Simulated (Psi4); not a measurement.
# CH5BN (SMILES B[N]C): UB2PLYP/def2-SVPD (density fitting for correlation)

What is the vertical doublet–quartet gap of CH5BN at UB2PLYP/def2-SVPD (density fitting for correlation)? 

The results are computed with Psi4 1.11.

1 further run of the same task is left out (set aside as unsound or not needed). Runs told in other sessions of the task aren't counted.

## (1) The structure to begin with

CH5BN: 8 atoms, total charge 0, spin state doublet. As SMILES, `B[N]C`. Geometry: relaxed at PBE0-D4/def2-TZVP.

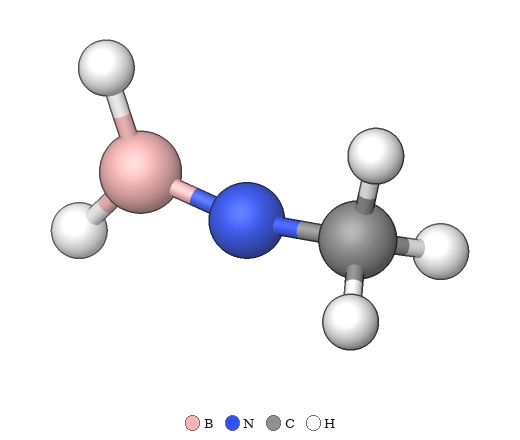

Viewed from a chosen angle; boron pink, nitrogen blue, carbon grey, hydrogen white.

## (2) The energy at UB2PLYP/def2-SVPD (density fitting for correlation)

The input, ch5bn.xyz:

```xyz
8
CH5BN
B     -0.373900     1.096100    -0.965000
N      0.058500     0.275600    -0.008700
C      0.339600    -0.835900     0.776800
H     -1.007800     0.632300    -1.885400
H     -0.143000     2.276400    -0.921600
H     -0.096400    -0.755000     1.778600
H      1.416200    -1.018200     0.865300
H     -0.101000    -1.728600     0.304400
```

The input, run.py:

```python
import numpy as np
from ase.calculators.psi4 import Psi4
from ase.io import read

atoms = read('ch5bn.xyz')
calc = Psi4(atoms=atoms, method='b2plyp', basis='def2-SVPD', memory='2200MB', num_threads=1, charge=0, multiplicity=2, label='psi4-calc', reference='uks')
calc.psi4.set_options({'puream': True, 'e_convergence': 1e-09, 'd_convergence': 1e-08, 'scf_type': 'pk', 'dft_radial_points': 99, 'dft_spherical_points': 590, 'num_frozen_docc': 3, 'maxiter': 100})
atoms.calc = calc

print(f'energy: {atoms.get_potential_energy():.6f} eV')
```

The run is started by

```console
$ python run.py
```

psi4-calc.dat, cut to the lines that bear on the results:

```text
[...]
  Running in c1 symmetry.
[...]
  Nuclear repulsion =   63.858645311702894
[...]
  Multiplicity = 2
[...]
  Nalpha       = 12
  Nbeta        = 11
[...]
    Number of basis functions: 100
[...]
   @UKS iter   1:  -120.17560368582713   -6.13156e-01   4.79077e-03 DIIS/ADIIS
[...]
   @UKS iter  15:  -120.31854245505376   -1.03739e-12   2.03368e-09 DIIS
[...]
   @S^2 Observed:                7.641730016E-01
[...]
    Orbital Energies [Eh]
    ---------------------
    Alpha Occupied:
       1A    -14.873284     2A    -10.678155     3A     -7.097210
       4A     -1.029616     5A     -0.792364     6A     -0.601691
       7A     -0.553319     8A     -0.531327     9A     -0.483758
      10A     -0.439621    11A     -0.348630    12A     -0.316404
    Alpha Virtual:
      13A      0.043157    14A      0.063352    15A      0.076225
      16A      0.122303    17A      0.128160    18A      0.143154
      19A      0.150550    20A      0.156245    21A      0.167466
      22A      0.183382    23A      0.199489    24A      0.215967
      25A      0.220453    26A      0.232298    27A      0.292310
[...]
  @UKS Final Energy:  -120.31854245505376
   => Energetics <=
    Nuclear Repulsion Energy =             63.8586453117028938
    One-Electron Energy =                -287.1520997019716788
    Two-Electron Energy =                 111.6933524780887268
    DFT Exchange-Correlation Energy =      -8.7184405428737062
    Empirical Dispersion Energy =           0.0000000000000000
    VV10 Nonlocal Energy =                  0.0000000000000000
    Total Energy =                       -120.3185424550537590
  UHF NO Occupations:
  HONO-2 :   10  A 1.9978947
  HONO-1 :   11  A 1.9972935
[...]
 Multipole Moments:
 ------------------------------------------------------------------------------------
     Multipole            Electronic (a.u.)      Nuclear  (a.u.)        Total (a.u.)
 ------------------------------------------------------------------------------------
 L = 1.  Multiply by 2.5417464519 to convert [e a0] to [Debye]
 Dipole X            :         -0.1631962            0.3450458            0.1818496
 Dipole Y            :          1.4385676           -2.0721516           -0.6335840
 Dipole Z            :         -0.6827793            1.1664878            0.4837085
 Magnitude           :                                                    0.8176013
[...]
```

On the terminal:

```text
energy: -3277.560597 eV
```

Wall time 26 s (1 thread of Intel Xeon 6975P-C (Granite Rapids), shared host); peak memory 1 GiB.

## (3) The quartet

The input, calc.py:

```python
import psi4

psi4.set_memory('2200 MB')
psi4.set_num_threads(1)
psi4.core.set_output_file('output.dat', False)

m = psi4.geometry("""
0 4
B
N 1 1.332179
C 2 1.38977 1 164.57208
H 1 1.20999 2 118.68565 3 0.2536
H 1 1.203456 4 120.25709 2 -179.9902
H 3 1.095557 2 112.16523 1 -118.63753
H 3 1.095506 6 109.23966 2 125.02563
H 3 1.101909 7 107.02394 6 -115.53757
symmetry c1
no_reorient
no_com
""")

psi4.set_options({
    'reference': 'uks',
    'puream': True,
    'e_convergence': 1e-09,
    'd_convergence': 1e-08,
    'scf_type': 'pk',
    'dft_radial_points': 99,
    'dft_spherical_points': 590,
    'num_frozen_docc': 3,
    'maxiter': 100,
})

energy_value = psi4.energy("b2plyp/def2-SVPD", molecule=m)
print(f'b2plyp/def2-SVPD energy: {energy_value:.10f} Eh')
```

The run is started by

```console
$ python calc.py
```

output.dat, cut to the lines that bear on the results:

```text
[...]
  Running in c1 symmetry.
[...]
  Nuclear repulsion =   63.858630363550844
[...]
  Multiplicity = 4
[...]
  Nalpha       = 13
  Nbeta        = 10
[...]
    Number of basis functions: 100
[...]
   @UKS iter   1:  -119.97883357707967   -4.16387e-01   4.18558e-03 ADIIS/DIIS
[...]
   @UKS iter  13:  -120.12280536651660   -2.43148e-11   9.75630e-09 DIIS
[...]
   @S^2 Observed:                3.770069863E+00
[...]
    Orbital Energies [Eh]
    ---------------------
    Alpha Occupied:
       1A    -14.965177     2A    -10.721713     3A     -7.060693
       4A     -1.117294     5A     -0.849466     6A     -0.657223
       7A     -0.615184     8A     -0.605089     9A     -0.484124
      10A     -0.465406    11A     -0.464272    12A     -0.338395
      13A     -0.119586
    Alpha Virtual:
      14A      0.026866    15A      0.071973    16A      0.110310
      17A      0.117270    18A      0.117597    19A      0.136101
      20A      0.140832    21A      0.171870    22A      0.174846
      23A      0.186174    24A      0.199271    25A      0.209202
[...]
  @UKS Final Energy:  -120.12280536651660
   => Energetics <=
    Nuclear Repulsion Energy =             63.8586303635508443
    One-Electron Energy =                -286.2066017433460843
    Two-Electron Energy =                 110.9295548893951633
    DFT Exchange-Correlation Energy =      -8.7043888761165213
    Empirical Dispersion Energy =           0.0000000000000000
    VV10 Nonlocal Energy =                  0.0000000000000000
    Total Energy =                       -120.1228053665166016
  UHF NO Occupations:
  HONO-2 :   11  A 1.0000000
  HONO-1 :   12  A 1.0000000
[...]
 Multipole Moments:
 ------------------------------------------------------------------------------------
     Multipole            Electronic (a.u.)      Nuclear  (a.u.)        Total (a.u.)
 ------------------------------------------------------------------------------------
 L = 1.  Multiply by 2.5417464519 to convert [e a0] to [Debye]
 Dipole X            :         -0.0001577           -0.0008773           -0.0010351
 Dipole Y            :          0.6487594           -0.9056601           -0.2569007
 Dipole Z            :         -0.0937210            2.2256113            2.1318903
 Magnitude           :                                                    2.1473135
[...]
```

Standard output:

```text
b2plyp/def2-SVPD energy: -120.2436493507 Eh
```

Run time: 23 s. Hardware: 1 thread of Intel Xeon 6975P-C (Granite Rapids), shared host; peak memory 1 GiB.

## (4) Results

At UB2PLYP/def2-SVPD (density fitting for correlation), 3 core orbitals frozen:

| quantity | value |
| --- | --- |
| doublet: total energy | -120.44813 Eh |
| doublet: HOMO energy (SCF part's orbitals) (highest over α and β) | -8.61 eV |
| doublet: LUMO energy (SCF part's orbitals) (lowest over α and β) | -0.86 eV |
| doublet: ⟨S²⟩ | 0.764 |
| quartet: total energy | -120.24365 Eh |
| quartet: HOMO energy (SCF part's orbitals) (highest over α and β) | -3.25 eV |
| quartet: LUMO energy (SCF part's orbitals) (lowest over α and β) | -3.11 eV |
| quartet: ⟨S²⟩ | 3.770 |
| vertical energy of the quartet above the doublet | 5.564 eV |

**Reading.** At this shape the quartet lies 5.56 eV (537 kJ/mol) above the doublet.
